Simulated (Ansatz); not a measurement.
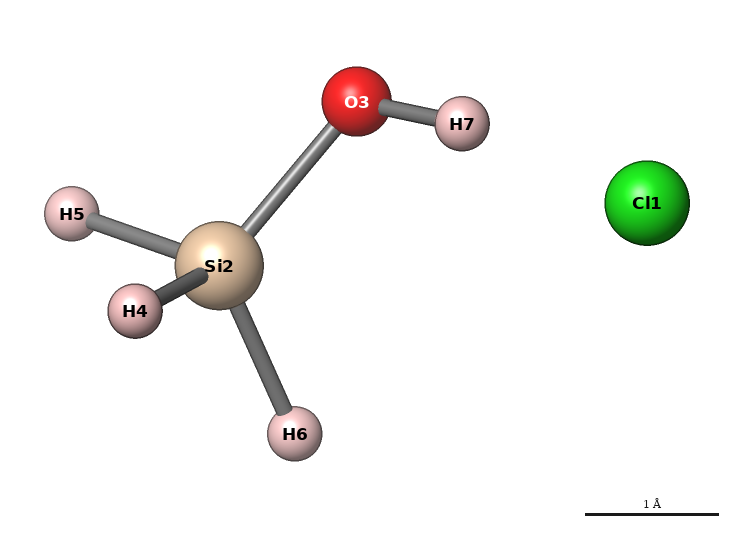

State: charge −1, singlet. Computed geometry: PBE0-D4/def2-TZVPD optimisation.

Which hydrogen bonds does the structure hold? Count O, N, F, S and Cl donors.

```csv
D–H···A,D–H (Å),H···A (Å),angle (°),kind
O3–H7···Cl1,1.01,1.94,171,intermolecular
```
